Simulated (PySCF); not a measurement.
Input

```
{"job": {"kind": "nmr", "xc": "PBE0", "basis": "pcSseg-1"}, "charge": 0, "multiplicity": 1}
C      3.520629     0.715169     0.624718
C      2.194351     0.703414    -0.089373
O      1.757006     1.642042    -0.736518
N      1.440904    -0.400225    -0.004611
Si    -0.070024    -0.196560    -0.903879
C     -1.106530    -1.713976    -0.469401
C     -2.332202    -1.505602    -0.001694
C     -2.930048    -0.147893     0.209514
Si    -1.622386     1.247254    -0.012751
H      4.026168     1.659649     0.445903
H      3.361125     0.587492     1.694109
H      4.142673    -0.103128     0.266864
H      1.750702    -1.192950     0.532433
H      0.326688    -0.219435    -2.315058
H     -0.765273    -2.730094    -0.611995
H     -2.983264    -2.338589     0.248770
H     -3.743029    -0.024287    -0.510603
H     -3.410721    -0.122775     1.189454
H     -1.366704     1.854564     1.303307
H     -2.195213     2.296609    -0.862226
```

Command:

```sh
OMP_NUM_THREADS=1 python probes_run.py task.json out
```

Geometry: GFN2-xTB.

Theory: PySCF, PBE0/pcSseg-1, SCF density, gas phase, non-relativistic.

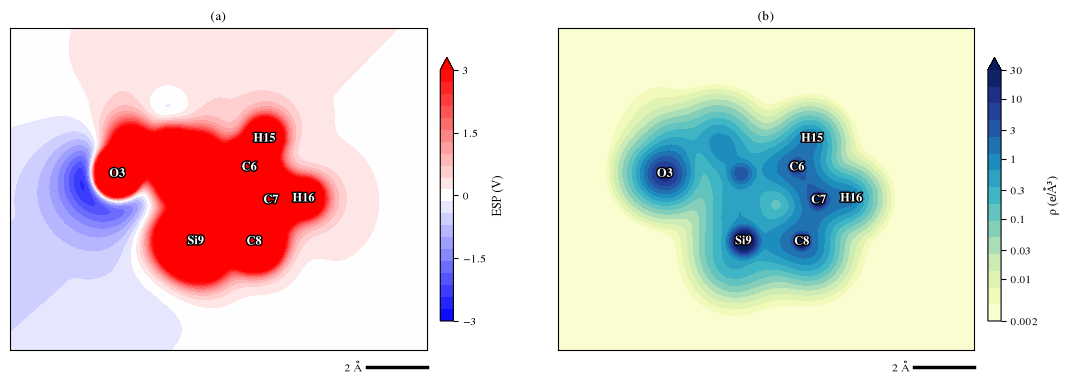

C5H11NOSi2. (a) molecular electrostatic potential; (b) total electron density on the plane of atoms C7, C8 and Si9.

### Describe what can be read from this map.

The plane passes through O, C, Si and H nuclei.
C–C (1.33 Å): the density is about 2.3 e/Å³ at the midpoint.
Outside the dense part of the molecule the potential is most negative (−2.5 V) near O3.
